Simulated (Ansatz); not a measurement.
# Geometry relaxation, with input and output: C$_{2}$H$_{10}$InN

System: C$_{2}$H$_{10}$InN.
Method: RKS PBE0-D4/def2-TZVP (Ansatz 0.2.0).

The geometry: PBE-D4/def2-SVP start. Figures and captions count atoms from 1; the log counts them from 0 in places.

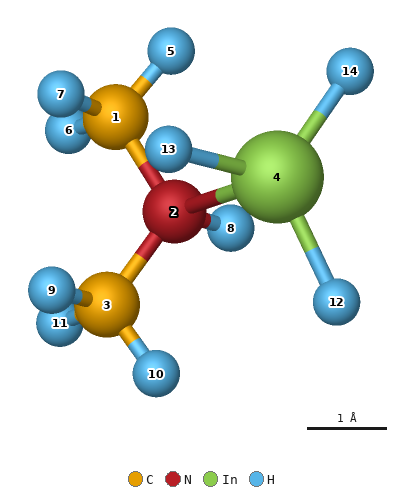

Figure 1. The starting structure (ball-and-stick view, seen at a tilt; atoms are numbered from 1 in the order of the input). Sticks mark near contacts. Bond lengths as drawn: C–H 1.11 Å, C–N 1.47 Å, H–In 1.76 Å, H–N 1.03 Å and In–N 2.42 Å.

Key numbers

| quantity | value |
| --- | --- |
| outcome | converged |
| total energy | −8897.4061 eV |
| mean-field energy | −8897.1675 eV |
| dispersion energy | −0.2386 eV |
| SCF solution under orbital rotations | stable |
| largest force (length of the vector) at the end | 0.002 eV/Å |
| dipole moment | 4.58 D |
| hardware | 4 threads of Arm Neoverse V1, 23 GiB of memory available, shared host |
| wall time | 30 s (CPU time 1.9 min) |
| peak memory | 0.55 GiB |

Input
```yaml
crystal:
  periodic: [false, false, false]
  atoms:
    - {symbol: C, position_ang: [-0.114840, 1.227422, -0.908799]}
    - {symbol: N, position_ang: [-0.451108, 0.206739, 0.093411]}
    - {symbol: C, position_ang: [0.034117, 0.535287, 1.440935]}
    - {symbol: In, position_ang: [0.331095, -1.971108, -0.601269]}
    - {symbol: H, position_ang: [-0.547565, 0.943981, -1.887203]}
    - {symbol: H, position_ang: [-0.482708, 2.239623, -0.623435]}
    - {symbol: H, position_ang: [0.986550, 1.275475, -1.023825]}
    - {symbol: H, position_ang: [-1.473391, 0.091443, 0.124251]}
    - {symbol: H, position_ang: [1.142368, 0.553256, 1.434400]}
    - {symbol: H, position_ang: [-0.289985, -0.247038, 2.153491]}
    - {symbol: H, position_ang: [-0.330684, 1.527474, 1.792870]}
    - {symbol: H, position_ang: [-0.308912, -2.859815, 0.772680]}
    - {symbol: H, position_ang: [2.033233, -1.536816, -0.612594]}
    - {symbol: H, position_ang: [-0.541171, -2.015124, -2.125912]}
basis:
  gaussian: {orbitals: def2-TZVP}
hamiltonian: {xc: pbe0, dispersion: d4}
relax: {f_tol: 0.005, max_steps: 150}
```

Command:
```bash
ansatz run in.yaml --threads 4 --pin off --events-out ev --progress --plain --max-ram 10444MiB
```

The program's output
```
Functional definition: PBE0
  name "PBE0"
  cite "Adamo & Barone, J. Chem. Phys. 110, 6158 (1999) doi:10.1063/1.478522"
  cite "Perdew, Burke & Ernzerhof, Phys. Rev. Lett. 77, 3865 (1996) doi:10.1103/PhysRevLett.77.3865"
  parent pbe
  parameter a = 0.25
  parameter kappa = 0.804
  parameter beta = 0.06672455060314922
  exchange = (1 - a)*pbe_x(kappa = kappa, mu = beta*pi^2/3) + a*exact_x
  correlation = pbe_c(beta = beta)
1436 factors; their error is unknown
mean field evaluation 1: about -8890.2980 eV, gradient 5.5e1 eV
mean field evaluation 2: about -8885.2995 eV, gradient 7.2e1 eV
mean field evaluation 4: about -8897.0781 eV, gradient 3.6e0 eV
mean field evaluation 8: about -8897.0907 eV, gradient 2.2e-2 eV
mean field evaluation 16: about -8897.1210 eV, gradient 2.5e-5 eV
mean field -8897.12099163 eV, -326.9631657572 hartree, gradient 2.5e-5 eV, S^2 0.000000; 0 other end points of the search recorded, 0 dependent functions left out
the calculation of the forces begins
reference -8897.12104088 eV, -326.9631675672 hartree; 25, 25 occupied and 178, 178 virtual orbitals, 1436 factors
relax step   1: F+E_penalty+E_count = -8897.35692621 eV  Δ(F+E_penalty+E_count) = +0.000e0 eV  max|allowed force component| = 6.125e-1 eV/Å  Δτ_max = 0.0000 Å  (26 SCF iters, accepted)
these checks for a lower state are left out or cut short: starts, cluster_reference, orbital_swaps, neighbouring_geometries, increment
1436 factors; their error is unknown
mean field -8897.16037733 eV, -326.9646131548 hartree, gradient 8.2e-6 eV, S^2 0.000000; 0 other end points of the search recorded, 0 dependent functions left out
the calculation of the forces begins
reference -8897.16042628 eV, -326.9646149539 hartree; 25, 25 occupied and 178, 178 virtual orbitals, 1436 factors
relax step   2: F+E_penalty+E_count = -8897.39957587 eV  Δ(F+E_penalty+E_count) = -4.265e-2 eV  max|allowed force component| = 1.789e-1 eV/Å  Δτ_max = 0.0545 Å  (30 SCF iters, accepted)
these checks for a lower state are left out or cut short: starts, cluster_reference, orbital_swaps, neighbouring_geometries, increment
1436 factors; their error is unknown
mean field -8897.16705396 eV, -326.9648585166 hartree, gradient 8.1e-6 eV, S^2 0.000000; 0 other end points of the search recorded, 0 dependent functions left out
the calculation of the forces begins
reference -8897.16710299 eV, -326.9648603185 hartree; 25, 25 occupied and 178, 178 virtual orbitals, 1436 factors
relax step   3: F+E_penalty+E_count = -8897.40538852 eV  Δ(F+E_penalty+E_count) = -5.813e-3 eV  max|allowed force component| = 5.940e-2 eV/Å  Δτ_max = 0.0326 Å  (31 SCF iters, accepted)
these checks for a lower state are left out or cut short: starts, cluster_reference, orbital_swaps, neighbouring_geometries, increment
1436 factors; their error is unknown
mean field evaluation 32: about -8897.1477 eV, gradient 9.3e-1 eV
mean field -8897.16737033 eV, -326.9648701428 hartree, gradient 8.1e-6 eV, S^2 0.000000; 0 other end points of the search recorded, 0 dependent functions left out
the calculation of the forces begins
reference -8897.16741935 eV, -326.9648719443 hartree; 25, 25 occupied and 178, 178 virtual orbitals, 1436 factors
relax step   4: F+E_penalty+E_count = -8897.40590113 eV  Δ(F+E_penalty+E_count) = -5.126e-4 eV  max|allowed force component| = 1.781e-2 eV/Å  Δτ_max = 0.0147 Å  (30 SCF iters, accepted)
these checks for a lower state are left out or cut short: starts, cluster_reference, orbital_swaps, neighbouring_geometries, increment
1436 factors; their error is unknown
mean field -8897.16724432 eV, -326.9648655123 hartree, gradient 8.1e-6 eV, S^2 0.000000; 0 other end points of the search recorded, 0 dependent functions left out
the calculation of the forces begins
reference -8897.16729333 eV, -326.9648673133 hartree; 25, 25 occupied and 178, 178 virtual orbitals, 1436 factors
relax step   5: F+E_penalty+E_count = -8897.40594798 eV  Δ(F+E_penalty+E_count) = -4.684e-5 eV  max|allowed force component| = 2.219e-2 eV/Å  Δτ_max = 0.0109 Å  (31 SCF iters, accepted)
these checks for a lower state are left out or cut short: starts, cluster_reference, orbital_swaps, neighbouring_geometries, increment
1436 factors; their error is unknown
mean field -8897.16739552 eV, -326.9648710688 hartree, gradient 8.1e-6 eV, S^2 0.000000; 0 other end points of the search recorded, 0 dependent functions left out
the calculation of the forces begins
reference -8897.16744453 eV, -326.9648728699 hartree; 25, 25 occupied and 178, 178 virtual orbitals, 1436 factors
relax step   6: F+E_penalty+E_count = -8897.40598137 eV  Δ(F+E_penalty+E_count) = -3.339e-5 eV  max|allowed force component| = 2.105e-2 eV/Å  Δτ_max = 0.0044 Å  (32 SCF iters, accepted)
these checks for a lower state are left out or cut short: starts, cluster_reference, orbital_swaps, neighbouring_geometries, increment
1436 factors; their error is unknown
mean field -8897.16741513 eV, -326.9648717893 hartree, gradient 8.1e-6 eV, S^2 0.000000; 0 other end points of the search recorded, 0 dependent functions left out
the calculation of the forces begins
reference -8897.16746414 eV, -326.9648735904 hartree; 25, 25 occupied and 178, 178 virtual orbitals, 1436 factors
relax step   7: F+E_penalty+E_count = -8897.40600911 eV  Δ(F+E_penalty+E_count) = -2.773e-5 eV  max|allowed force component| = 1.930e-3 eV/Å  Δτ_max = 0.0028 Å  (32 SCF iters, accepted)
1436 factors; their error is unknown
mean field evaluation 64: about -8897.1674 eV, gradient 5.9e-3 eV
```

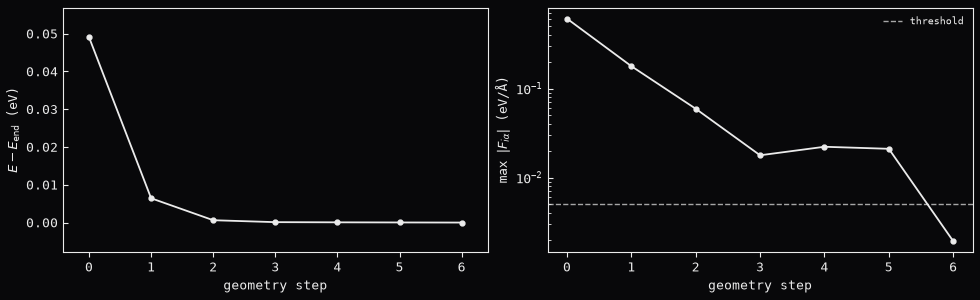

Figure 2. Progress of the relaxation, step by step (the first geometry is step 0 here and step 1 in the log).

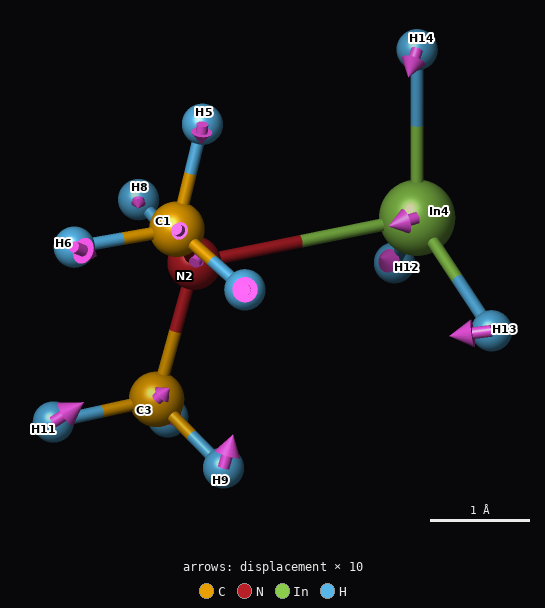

Figure 3. The starting structure with the displacements as pink arrows, magnified 10 times (ball-and-stick view, seen at a tilt). The two geometries are laid on each other by the best rigid fit. The largest move after the best rigid fit is that of H13, 0.044 Å. Largest moves by element: H 0.044 Å, In 0.033 Å, C 0.019 Å, N 0.013 Å. Distances before and after: N2–In4 2.416 → 2.374 Å, In4–H12 1.757 → 1.738 Å, C1–H6 1.114 → 1.096 Å, C1–H5 1.107 → 1.090 Å. The energy falls by 0.049 eV in 6 geometry steps. The largest force component goes from 0.61 to 0.0019 eV/Å. (Atoms are counted from 1 in the order of the input.)

```
mean field -8897.16741513 eV, -326.9648717893 hartree, gradient 8.1e-6 eV, S^2 0.000000; 1 other end points of the search recorded, 0 dependent functions left out
the calculation of the forces begins
reference -8897.16746414 eV, -326.9648735904 hartree; 25, 25 occupied and 178, 178 virtual orbitals, 1436 factors
Total energy: -8897.40605812 eV, -326.9736417574 hartree
Atom 0 at    -0.114285     1.213141    -0.899652 Å, force    -0.001126    -0.000664    -0.000110 eV/Å
Atom 1 at    -0.456120     0.195094     0.090419 Å, force     0.000590     0.001930     0.000440 eV/Å
Atom 2 at     0.038209     0.528384     1.423841 Å, force    -0.001009    -0.000610    -0.000059 eV/Å
Atom 3 at     0.323650    -1.940990    -0.591316 Å, force     0.000281    -0.000066     0.000011 eV/Å
Atom 4 at    -0.541027     0.941683    -1.865320 Å, force    -0.000182    -0.000505    -0.000016 eV/Å
Atom 5 at    -0.475155     2.206794    -0.608997 Å, force     0.000300     0.000095     0.000426 eV/Å
Atom 6 at     0.971286     1.252596    -1.005318 Å, force    -0.000090    -0.000009     0.000207 eV/Å
Atom 7 at    -1.465178     0.097552     0.127846 Å, force     0.001061    -0.000391    -0.000128 eV/Å
Atom 8 at     1.129333     0.543023     1.402616 Å, force     0.000026     0.000166    -0.000284 eV/Å
Atom 9 at    -0.278607    -0.236620     2.132830 Å, force     0.000071    -0.000398    -0.000160 eV/Å
Atom 10 at    -0.319442     1.508126     1.761858 Å, force     0.000406     0.000319    -0.000398 eV/Å
Atom 11 at    -0.309021    -2.833602     0.759219 Å, force    -0.000299     0.000041     0.000042 eV/Å
Atom 12 at     2.007552    -1.508291    -0.591394 Å, force    -0.000072    -0.000177     0.000254 eV/Å
Atom 13 at    -0.524197    -1.996093    -2.107630 Å, force     0.000044     0.000270    -0.000226 eV/Å
Dipole moment:    -0.305300     0.861430     0.274432 e Å
```

Trajectory as extended XYZ (Å, eV, eV/Å), 7 frames, from step=1 to step=7
```
14
Properties=species:S:1:pos:R:3:forces:R:3 step=1 energy=-8897.35693
C    -0.1148    1.2274   -0.9088    0.1081   0.1962  -0.1388
N    -0.4511    0.2067    0.0934   -0.3760  -0.0028   0.0231
C     0.0341    0.5353    1.4409    0.1301   0.0955   0.2084
In    0.3311   -1.9711   -0.6013   -0.0203   0.1134   0.0347
H    -0.5476    0.9440   -1.8872    0.1938   0.1212   0.4977
H    -0.4827    2.2396   -0.6234    0.1639  -0.5174  -0.1195
H     0.9866    1.2755   -1.0238   -0.5409  -0.0505   0.0890
H    -1.4734    0.0914    0.1243    0.6125   0.1153  -0.0053
H     1.1424    0.5533    1.4344   -0.5479  -0.0151  -0.0385
H    -0.2900   -0.2470    2.1535    0.1387   0.3780  -0.3721
H    -0.3307    1.5275    1.7929    0.1596  -0.4944  -0.1987
H    -0.3089   -2.8598    0.7727    0.0790   0.1126  -0.1733
H     2.0332   -1.5368   -0.6126   -0.2081  -0.0578   0.0015
H    -0.5412   -2.0151   -2.1259    0.1074   0.0057   0.1917
14
Properties=species:S:1:pos:R:3:forces:R:3 step=2 energy=-8897.39958
C    -0.1138    1.2093   -0.9023    0.0229   0.0805  -0.0755
N    -0.4579    0.1902    0.0886   -0.1149   0.1273   0.0455
C     0.0343    0.5232    1.4249    0.0347   0.0285   0.1035
In    0.3327   -1.9318   -0.5897   -0.0349  -0.0087  -0.0014
H    -0.5467    0.9372   -1.8701    0.0656   0.0426   0.1316
H    -0.4709    2.2099   -0.6111    0.0476  -0.1596  -0.0340
H     0.9762    1.2452   -1.0123   -0.1588  -0.0100   0.0211
H    -1.4714    0.0954    0.1251    0.1789   0.0026  -0.0106
H     1.1303    0.5326    1.4086   -0.1602  -0.0032  -0.0046
H    -0.2908   -0.2441    2.1346    0.0514   0.1093  -0.0943
H    -0.3204    1.5090    1.7651    0.0462  -0.1510  -0.0635
H    -0.2975   -2.8089    0.7569   -0.0453  -0.0874   0.1140
H     2.0082   -1.5158   -0.6022    0.1292   0.0441   0.0023
H    -0.5254   -1.9803   -2.0870   -0.0625  -0.0151  -0.1340
14
Properties=species:S:1:pos:R:3:forces:R:3 step=3 energy=-8897.40539
C    -0.1108    1.2169   -0.8987    0.0092  -0.0223   0.0018
N    -0.4471    0.1947    0.0894   -0.0594   0.0217   0.0100
C     0.0376    0.5317    1.4257    0.0088  -0.0174  -0.0148
In    0.3173   -1.9456   -0.5927    0.0260   0.0003  -0.0020
H    -0.5353    0.9435   -1.8645   -0.0007   0.0016  -0.0094
H    -0.4779    2.2080   -0.6074   -0.0047  -0.0018   0.0062
H     0.9744    1.2635   -1.0036    0.0053  -0.0025  -0.0004
H    -1.4561    0.0904    0.1229    0.0101   0.0148   0.0040
H     1.1286    0.5524    1.4112    0.0055  -0.0022  -0.0018
H    -0.2795   -0.2351    2.1323    0.0005  -0.0038   0.0089
H    -0.3270    1.5094    1.7618   -0.0052   0.0017  -0.0056
H    -0.3041   -2.8401    0.7599   -0.0149   0.0008   0.0129
H     1.9987   -1.5131   -0.6006    0.0356   0.0019  -0.0016
H    -0.5317   -2.0057   -2.1065   -0.0160   0.0072  -0.0081
14
Properties=species:S:1:pos:R:3:forces:R:3 step=4 energy=-8897.40590
C    -0.1131    1.2132   -0.8997   -0.0020  -0.0043   0.0111
N    -0.4570    0.1954    0.0902    0.0074   0.0008  -0.0004
C     0.0355    0.5278    1.4246   -0.0030   0.0024  -0.0115
In    0.3268   -1.9405   -0.5918   -0.0095  -0.0014   0.0000
H    -0.5404    0.9426   -1.8651   -0.0024  -0.0021  -0.0069
H    -0.4724    2.2070   -0.6086   -0.0025   0.0083   0.0007
H     0.9723    1.2510   -1.0054    0.0069   0.0000  -0.0002
H    -1.4664    0.1002    0.1266    0.0053  -0.0098  -0.0030
H     1.1265    0.5407    1.4058    0.0071   0.0000  -0.0008
H    -0.2842   -0.2364    2.1327   -0.0014  -0.0055   0.0049
H    -0.3210    1.5081    1.7616   -0.0020   0.0073   0.0042
H    -0.3027   -2.8308    0.7631    0.0060   0.0040  -0.0086
H     2.0128   -1.5115   -0.6006   -0.0178   0.0013   0.0024
H    -0.5296   -1.9959   -2.1045    0.0079  -0.0010   0.0080
14
Properties=species:S:1:pos:R:3:forces:R:3 step=5 energy=-8897.40595
C    -0.1130    1.2129   -0.8996   -0.0130  -0.0052  -0.0008
N    -0.4571    0.1956    0.0904    0.0222  -0.0060  -0.0028
C     0.0372    0.5279    1.4240   -0.0118  -0.0054  -0.0007
In    0.3232   -1.9387   -0.5909    0.0048  -0.0064  -0.0022
H    -0.5384    0.9406   -1.8657   -0.0008   0.0037   0.0005
H    -0.4734    2.2070   -0.6101    0.0018  -0.0017  -0.0015
H     0.9728    1.2506   -1.0038    0.0016   0.0032   0.0011
H    -1.4656    0.0946    0.1258   -0.0066   0.0144   0.0045
H     1.1283    0.5413    1.4026    0.0018   0.0035   0.0007
H    -0.2799   -0.2378    2.1322   -0.0006   0.0033   0.0014
H    -0.3199    1.5077    1.7627    0.0018  -0.0020   0.0000
H    -0.3059   -2.8312    0.7617    0.0010   0.0008  -0.0023
H     2.0071   -1.5042   -0.5949   -0.0042  -0.0021   0.0001
H    -0.5283   -1.9953   -2.1054    0.0019  -0.0003   0.0019
14
Properties=species:S:1:pos:R:3:forces:R:3 step=6 energy=-8897.40598
C    -0.1142    1.2130   -0.8997    0.0199   0.0095   0.0039
N    -0.4557    0.1949    0.0903   -0.0211  -0.0023  -0.0002
C     0.0370    0.5280    1.4242    0.0177   0.0106  -0.0003
In    0.3241   -1.9410   -0.5915   -0.0004  -0.0002   0.0001
H    -0.5401    0.9426   -1.8661   -0.0036  -0.0066   0.0036
H    -0.4743    2.2070   -0.6090   -0.0025  -0.0025   0.0018
H     0.9715    1.2521   -1.0046   -0.0010   0.0023  -0.0031
H    -1.4647    0.0976    0.1271   -0.0024  -0.0052  -0.0005
H     1.1282    0.5426    1.4034   -0.0004  -0.0002   0.0027
H    -0.2798   -0.2364    2.1337   -0.0036  -0.0032  -0.0056
H    -0.3199    1.5082    1.7618   -0.0027  -0.0014  -0.0022
H    -0.3069   -2.8330    0.7601   -0.0004  -0.0009   0.0009
H     2.0079   -1.5084   -0.5942    0.0006   0.0003   0.0004
H    -0.5261   -1.9965   -2.1064   -0.0001  -0.0001  -0.0015
14
Properties=species:S:1:pos:R:3:forces:R:3 step=7 energy=-8897.40601
C    -0.1143    1.2131   -0.8997   -0.0011  -0.0007  -0.0001
N    -0.4561    0.1951    0.0904    0.0006   0.0019   0.0004
C     0.0382    0.5284    1.4238   -0.0010  -0.0006  -0.0001
In    0.3236   -1.9410   -0.5913    0.0003  -0.0001   0.0000
H    -0.5410    0.9417   -1.8653   -0.0002  -0.0005   0.0000
H    -0.4752    2.2068   -0.6090    0.0003   0.0001   0.0004
H     0.9713    1.2526   -1.0053   -0.0001   0.0000   0.0002
H    -1.4652    0.0976    0.1278    0.0011  -0.0004  -0.0001
H     1.1293    0.5430    1.4026    0.0000   0.0002  -0.0003
H    -0.2786   -0.2366    2.1328    0.0001  -0.0004  -0.0002
H    -0.3194    1.5081    1.7619    0.0004   0.0003  -0.0004
H    -0.3090   -2.8336    0.7592   -0.0003   0.0000   0.0000
H     2.0076   -1.5083   -0.5914   -0.0001  -0.0002   0.0003
H    -0.5242   -1.9961   -2.1076    0.0000   0.0003  -0.0002
```

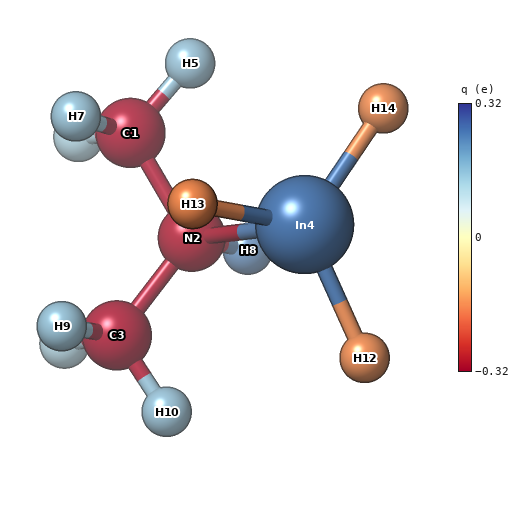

Figure 4. Mulliken charges, as the colour of each atom (ball-and-stick view, seen at a tilt; atoms are numbered from 1 in the order of the input). By element: C −0.31, N −0.30, In +0.25 and H −0.16 to +0.24 e.
